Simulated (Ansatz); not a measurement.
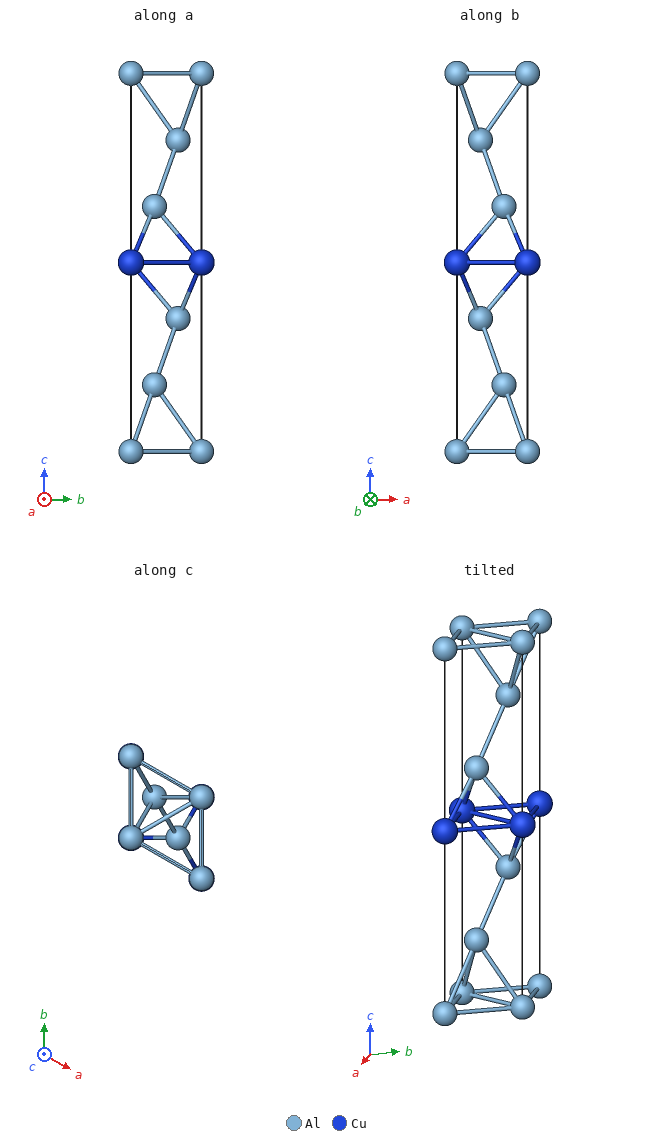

An orthographic ball-and-stick view of the structure, along the a axis, along the b axis, along the c axis and slightly off an axis. One conventional unit cell is framed, with atoms on its boundary repeated.

Lattice parameters: a = 2.948 Å, b = 2.948 Å, c = 13.690 Å, α = 90.00°, β = 90.00°, γ = 120.00°. Put a along x and b in the xy plane.

> Give the structure in the form of a POSCAR file, with free fractional coordinates to two decimals.

```
Al Cu
1.0
     2.948    0.000    0.000
    -1.474    2.553    0.000
     0.000    0.000   13.690
Al Cu
5 1
Direct
  0.00 0.00 0.00
  0.3333 0.6667 0.82
  0.6667 0.3333 0.65
  0.3333 0.6667 0.35
  0.6667 0.3333 0.18
  0.00 0.00 0.50
```

Origin of the cell: a structure type filled with these elements by a generator (whether the compound takes this form wasn't checked). It was relaxed at fixed volume with DFT PBE, scalar-relativistic, plane waves, PAW in Ansatz.

At this level of theory the run's own cell isn't at rest (stretched, at -6 GPa), so its distances can differ from those at equilibrium, the more so the softer the solid.
